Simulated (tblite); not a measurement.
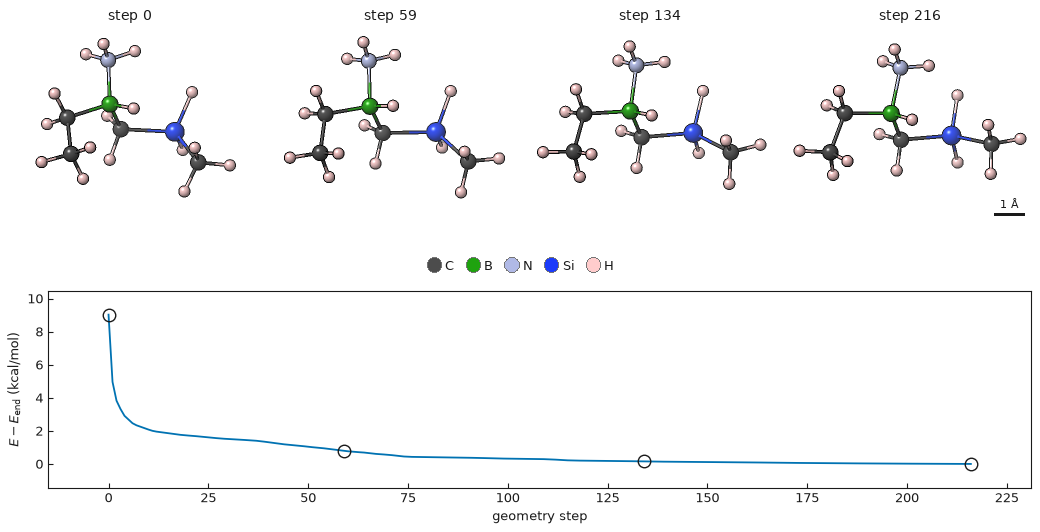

Frames of a relaxation of C₄H₁₆BNSi, marked on the history of the run. A ball-and-stick model, seen at a tilt.

Computed with tblite, GFN2-xTB geometry optimisation, gas phase. 

Q: Describe the path.

A: The largest move after the best rigid fit is that of an H atom, 1.12 Å. By element the largest moves are H 1.12 Å, C 0.81 Å, N 0.54 Å, B 0.44 Å, Si 0.25 Å. Among the contacts that change: B–N 1.549 → 1.654 Å, H–N 1.049 → 1.014 Å, C–Si 1.866 → 1.899 Å, C–H 1.117 → 1.092 Å. Bond angles that change, for instance: B–C–Si 112.1° → 117.9°, C–B–N 109.0° → 104.2°, C–B–H 108.7° → 113.3°. Groups turn about B–C by about 30°. The energy falls by 9.03 kcal/mol in 216 geometry steps. From step 0 to 59: an H atom moves most (0.62 Å), energy −8.24 kcal/mol. From step 59 to 134: an H atom moves most (0.51 Å), energy −0.63 kcal/mol. From step 134 to 216: an H atom moves most (0.54 Å), energy −0.16 kcal/mol.
